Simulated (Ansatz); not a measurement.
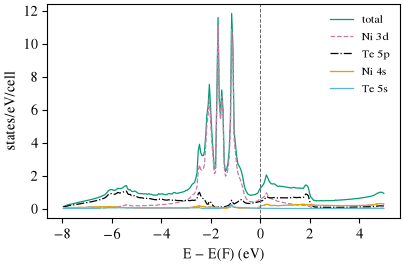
*Total and projected density of states of NiTe (CsCl type, space group No. 221), PBE (plane waves, PAW; program Ansatz)*

Which orbitals carry the states next to the Fermi level?

Within 0.5 eV of the Fermi level: Ni 3d 46 %, Te 5p 38 %, Ni 4s 9 %. Projections are on Löwdin-orthogonalised atomic valence shells; empty p or d shells of many metals are not among them.

Where is the tallest occupied peak in this window, and what makes it?

Near -1.1 eV, about 12 states/eV per cell; the largest projected share is Ni 3d.

Space group Pm-3m (CsCl type). The start of the workflow was typed in or built on a structure type; neither database checked (COD, Materials Project) lists it. COD files the formula under space group No. 194, so this cell is another polymorph or a model. Its standing as an ambient phase is unchecked. Symmetry was held in the PBE relaxation; its stability against distortions is not shown here. The workflow began spin-polarised and lost its moments. Its formation energy is positive at this level, so the cell may be metastable or incomplete. Spin–orbit coupling is left out wherever it is not named.

Potentials: the later of the program's two PAW sets.
